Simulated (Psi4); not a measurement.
# C3H3 (cyclopropenyl radical) at UB3LYP/6-31G(d) (spherical functions)

Aim: the vertical electron affinity of C3H3 (cyclopropenyl radical) at UB3LYP/6-31G* (spherical functions), from 2 runs. 

Program for the calculation: Psi4 1.11.

### Step 1. The system as given

The species is C3H3 (6 atoms), meant as a doublet with charge 0. SMILES: `[CH]1C=C1`. The coordinates come from a PBE0-D4/def2-TZVP relaxation.

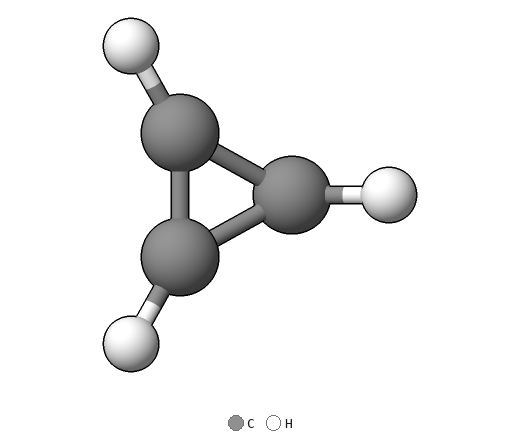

Viewed from a chosen angle; carbon grey, hydrogen white.

### Step 2. Energy and gradient at UB3LYP/6-31G(d) (spherical functions)

Input file calc.inp:

```
memory 2200 MB

molecule geom {
  0 2
  C
  C 1 1.451222
  C 2 1.306988 1 63.2386
  H 1 1.089921 2 129.60569 3 114.66435
  H 2 1.077274 3 148.46888 1 -179.09497
  H 3 1.077263 2 148.47327 5 -0.00513
  symmetry c1
  no_reorient
  no_com
}

set reference uks
set puream true
set e_convergence 1e-09
set d_convergence 1e-08
set scf_type pk
set dft_radial_points 99
set dft_spherical_points 590
set maxiter 100

E, wfn = gradient('b3lyp/6-31G*', return_wfn=True)
oeprop(wfn, 'DIPOLE', 'QUADRUPOLE', 'LOWDIN_CHARGES', title='B3LYP')
```

The run is started by

```console
$ psi4 calc.inp calc.out -n 1
```

calc.out:

```text
[...]
  Running in c1 symmetry.
[...]
  Nuclear repulsion =   58.270541114478419
[...]
  Multiplicity = 2
[...]
  Nalpha       = 11
  Nbeta        = 10
[...]
    Number of basis functions: 48
[...]
   @UKS iter   1:  -115.76907083239561   -1.21339e-01   1.14036e-02 DIIS/ADIIS
[...]
   @UKS iter  12:  -115.94809832711165   -2.24532e-12   5.77456e-09 DIIS
[...]
   @S^2 Observed:                7.522695835E-01
[...]
  @UKS Final Energy:  -115.94809832711165
   => Energetics <=
    Nuclear Repulsion Energy =             58.2705411144784193
    One-Electron Energy =                -269.8923763168506866
    Two-Electron Energy =                 109.7042557415245625
    DFT Exchange-Correlation Energy =     -14.0305188662639502
    Empirical Dispersion Energy =           0.0000000000000000
    VV10 Nonlocal Energy =                  0.0000000000000000
    Total Energy =                       -115.9480983271116514
[...]
  -Total Gradient:
     Atom            X                  Y                   Z
    ------   -----------------  -----------------  -----------------
       1       -0.003734552024    -0.005423641139     0.010766531952
       2        0.000299701513    -0.006945136683    -0.009761105727
       3        0.000296780607     0.011959681094    -0.000203065103
       4        0.002961323665    -0.000696839876     0.001382303185
       5        0.000087719680    -0.001219344732    -0.001982736986
       6        0.000088978421     0.002324996276    -0.000201359084
[...]
 Multipole Moments:
 ------------------------------------------------------------------------------------
     Multipole            Electronic (a.u.)      Nuclear  (a.u.)        Total (a.u.)
 ------------------------------------------------------------------------------------
 L = 1.  Multiply by 2.5417464519 to convert [e a0] to [Debye]
 Dipole X            :          0.4061851           -0.6445389           -0.2383538
 Dipole Y            :         -0.0965524           -0.1356568           -0.2322092
 Dipole Z            :          0.1914815            0.2689854            0.4604669
 Magnitude           :                                                    0.5681227
 L = 2.  Multiply by 1.3450342976 to convert [e a0^2] to [Debye ang]
 Quadrupole XX       :        -15.8471097            2.0055132          -13.8415965
 Quadrupole XY       :          1.6855247           -2.0595495           -0.3740249
[...]
```

It took 21 s on 1 thread of Intel Xeon Platinum 8259CL at 2.50GHz (Skylake/Cascade Lake), shared host; peak memory 0.68 GiB.

### Step 3. The singlet anion: a single-point energy at B3LYP/6-31G(d) (spherical functions)

Input file job.py:

```python
import psi4

psi4.set_memory(2200000000)
psi4.set_num_threads(1)
psi4.core.set_output_file('psi4.out', False)

geom = psi4.geometry("""
-1 1
C
C 1 1.451222
C 2 1.306988 1 63.2386
H 1 1.089921 2 129.60569 3 114.66435
H 2 1.077274 3 148.46888 1 -179.09497
H 3 1.077263 2 148.47327 5 -0.00513
symmetry c1
""")

psi4.set_options({
    'basis': '6-31G*',
    'puream': True,
    'e_convergence': 1e-09,
    'd_convergence': 1e-08,
    'scf_type': 'pk',
    'dft_radial_points': 99,
    'dft_spherical_points': 590,
})

energy_value, wavefunction = psi4.energy('b3lyp', return_wfn=True)
psi4.oeprop(wavefunction, 'DIPOLE', 'MULLIKEN_CHARGES', 'LOWDIN_CHARGES')
print('E =', round(energy_value, 9))
```

The run is started by

```console
$ python job.py
```

psi4.out:

```text
[...]
  Running in c1 symmetry.
[...]
  Nuclear repulsion =   58.270541114478419
[...]
  Multiplicity = 1
[...]
  Nalpha       = 11
  Nbeta        = 11
[...]
    Number of basis functions: 48
[...]
   @RKS iter   1:  -115.42889149557827    2.18840e-01   1.75277e-02 DIIS/ADIIS
[...]
   @RKS iter  15:  -115.85494978740206   -1.22213e-12   2.31947e-09 DIIS
[...]
    Orbital Energies [Eh]
    ---------------------
    Doubly Occupied:
       1A     -9.938855     2A     -9.937872     3A     -9.835291
       4A     -0.599062     5A     -0.328533     6A     -0.310460
       7A     -0.218970     8A     -0.096636     9A     -0.050881
      10A     -0.021487    11A      0.198615
[...]
  @RKS Final Energy:  -115.85494978740206
   => Energetics <=
    Nuclear Repulsion Energy =             58.2705411144784193
    One-Electron Energy =                -275.7028792815928568
    Two-Electron Energy =                 115.8553433957131205
    DFT Exchange-Correlation Energy =     -14.2779550160007425
    Empirical Dispersion Energy =           0.0000000000000000
    VV10 Nonlocal Energy =                  0.0000000000000000
    Total Energy =                       -115.8549497874020631
[...]
 Multipole Moments:
 ------------------------------------------------------------------------------------
     Multipole            Electronic (a.u.)      Nuclear  (a.u.)        Total (a.u.)
 ------------------------------------------------------------------------------------
 L = 1.  Multiply by 2.5417464519 to convert [e a0] to [Debye]
 Dipole X            :          0.2464938           -0.6445389           -0.3980451
 Dipole Y            :         -0.5035271           -0.1356568           -0.6391839
 Dipole Z            :          0.9987317            0.2689854            1.2677172
 Magnitude           :                                                    1.4744839
[...]
  Mulliken Charges: (a.u.)
   Center  Symbol    Alpha    Beta     Spin     Total
       1     C     3.26954  3.26954  0.00000 -0.53908
       2     C     3.09072  3.09072  0.00000 -0.18144
       3     C     3.09075  3.09075  0.00000 -0.18150
       4     H     0.54213  0.54213  0.00000 -0.08426
       5     H     0.50343  0.50343  0.00000 -0.00685
       6     H     0.50343  0.50343  0.00000 -0.00686
   Total alpha = 11.00000, Total beta = 11.00000, Total charge = -1.00000
  Lowdin Charges: (a.u.)
   Center  Symbol    Alpha    Beta     Spin     Total
[...]
```

Standard output:

```text
E = -115.854949787
```

Wall time 13 s (1 thread of Intel Xeon Platinum 8259CL at 2.50GHz (Skylake/Cascade Lake), shared host); peak memory 0.68 GiB.

### Step 4. Results

At UB3LYP/6-31G* (spherical functions):

| quantity | value |
| --- | --- |
| doublet C3H3: total energy | -115.94810 Eh |
| doublet C3H3: dipole moment | 1.44 D |
| doublet C3H3: HOMO energy (highest over α and β) | -4.14 eV |
| doublet C3H3: LUMO energy (lowest over α and β) | -0.26 eV |
| doublet C3H3: ⟨S²⟩ | 0.752 |
| doublet C3H3: largest force on an atom | 0.649 eV/Å |
| singlet anion: total energy | -115.85495 Eh |
| singlet anion: HOMO energy | 5.40 eV |
| singlet anion: LUMO energy | 6.93 eV |
| singlet anion: HOMO–LUMO gap (to an unbound level, set by the basis) | 1.53 eV |
| vertical electron affinity (to the singlet anion) | -2.535 eV |

The anion lies 2.53 eV (58 kcal/mol) above the neutral: the electron isn't bound at this level, and such a value depends on the basis. Without diffuse functions anions come out too high. The largest force (doublet C3H3) is 0.65 eV/Å: the shape isn't a stationary point for this species at this level. Mulliken charges (singlet anion) run from -0.54 on C1 to -0.01 on H5; they depend strongly on the basis. The HOMO (singlet anion) lies at positive energy, 5.40 eV; only total energies tell whether the electron is bound.
